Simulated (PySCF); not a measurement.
C2HCl3, SMILES `ClC(Cl)=CCl`.

Computed with PySCF, B3LYP/def2-SVPD, geometry: GFN2-xTB. No frequency check shows the geometry to be a minimum. GFN2-xTB bond lengths at metals and heavier atoms can be off by up to 0.1 Å and shapes distorted, which carries into these values.

Cartesian coordinates (Å):

```
Cl1     -0.3135    1.5883    0.0000
C2      -0.4260   -0.1206    0.0000
Cl3     -2.0224   -0.7527    0.0000
C4       0.6289   -0.9315    0.0000
Cl5      2.2334   -0.3464    0.0000
H6       0.5243   -2.0043    0.0000
```

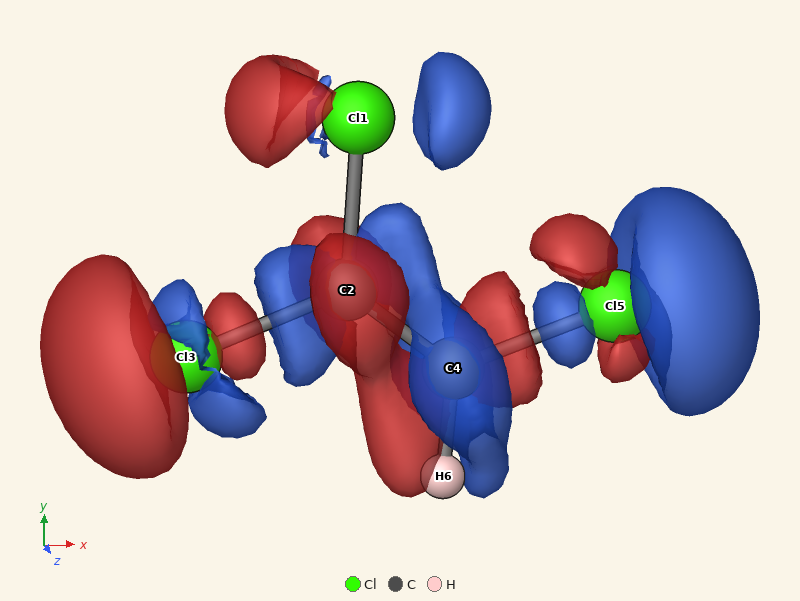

Change of the electron density in a uniform field of 0.21 V/Å, surfaces at ±0.002 e/Å³ (red: gain, blue: loss).

Q: Along which Cartesian direction does the field point?

A: Along +x: electrons gather on the −x side, against the field.

Q: What dipole is induced, and what polarisability does it imply?

A: The induced dipole is 0.92 D (along the field); α along this axis, from the fields in both directions, is 91 bohr³ (13.4 Å³).

Q: Which atoms gain and lose the most charge?

A: Electrons gather most on Cl3 (Hirshfeld charge changes by −0.026 e) and leave Cl5 most (+0.027 e); 0.067 electrons are displaced in all.
